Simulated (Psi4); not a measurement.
Two rigid molecules brought together: H3N ··· HCl (SMILES N and Cl), singlet. Monomers: optimised at B3LYP-D3(BJ) (def2-TZVP), held rigid. Orientation: a higher rigid-body minimum at GFN2-xTB. The monomers approach along the line of their centres of mass (distance R); nothing else relaxes.

Geometry at R = 3.26 Å (first 4 atoms: monomer A):
```
6

N      0.0010    -0.0013     0.2791
H     -0.4513     0.8284    -0.0877
H     -0.4919    -0.8041    -0.0950
H      0.9422    -0.0230    -0.0964
Cl    -0.3221    -2.1844     2.6532
H     -0.2211    -1.1875     1.8534
```

Calculation: SAPT0/jun-cc-pVDZ, frozen core (Psi4).

Components in kJ/mol:

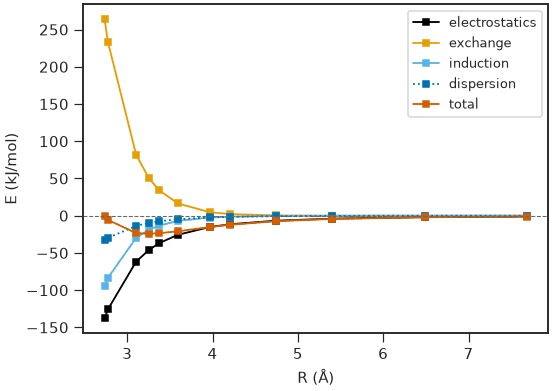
Components of the interaction energy.

| R / Å | electrostatics | exchange | induction | dispersion | total |
|---|---|---|---|---|---|
| 2.74 | -137.28 | 263.67 | -94.42 | -32.82 | -0.84 |
| 2.78 | -125.52 | 232.79 | -83.24 | -29.75 | -5.72 |
| 3.11 | -61.62 | 81.66 | -29.75 | -13.63 | -23.34 |
| 3.26 | -45.89 | 50.26 | -18.84 | -9.74 | -24.22 |
| 3.38 | -36.85 | 33.96 | -13.16 | -7.52 | -23.57 |
| 3.60 | -25.61 | 16.44 | -6.94 | -4.77 | -20.88 |
| 3.97 | -15.26 | 4.79 | -2.53 | -2.33 | -15.33 |
| 4.21 | -11.48 | 2.15 | -1.38 | -1.50 | -12.21 |
| 4.75 | -6.73 | 0.35 | -0.42 | -0.61 | -7.40 |
| 5.40 | -4.00 | 0.04 | -0.14 | -0.24 | -4.34 |
| 6.50 | -1.97 | 0.00 | -0.03 | -0.07 | -2.07 |
| 7.69 | -1.06 | 0.00 | -0.01 | -0.02 | -1.09 |
